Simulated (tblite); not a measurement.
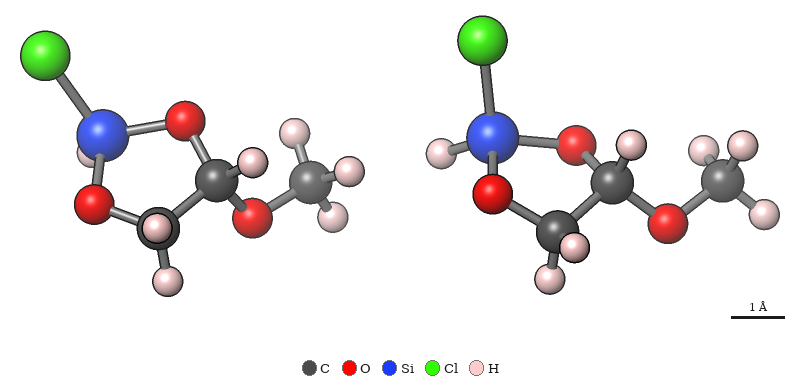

Two geometries of C$_{3}$H$_{7}$ClO$_{3}$Si, drawn at one scale. One is the start of a relaxation, the other its converged end. Style: ball-and-stick. Shown at a tilt.

Method: GFN2-xTB geometry optimisation, gas phase in tblite 0.8.0. 

### Which geometry has the lower energy?

The left one is the relaxed one. After 79 geometry steps the energy has fallen by 8.86 kcal/mol. An H atom moves most after the best rigid fit: 1.06 Å. Largest moves by element: H 1.06 Å, O 0.92 Å, Cl 0.81 Å, C 0.31 Å, Si 0.21 Å. Some distances before and after: Cl–Si 2.032 → 1.980 Å, C–O 1.443 → 1.394 Å, O–Si 1.681 → 1.640 Å, C–O 1.421 → 1.386 Å. Bond angles that change, for instance: C–O–Si 106.0° → 112.2°, O–Si–Cl 107.0° → 112.9°, C–O–Si 106.5° → 111.0°. Groups turn about C–O by about 50°, C–C by about 50°, O–Si by about 35°. The run took 1.1 s on 1 thread of Arm Neoverse N1 (shared host).
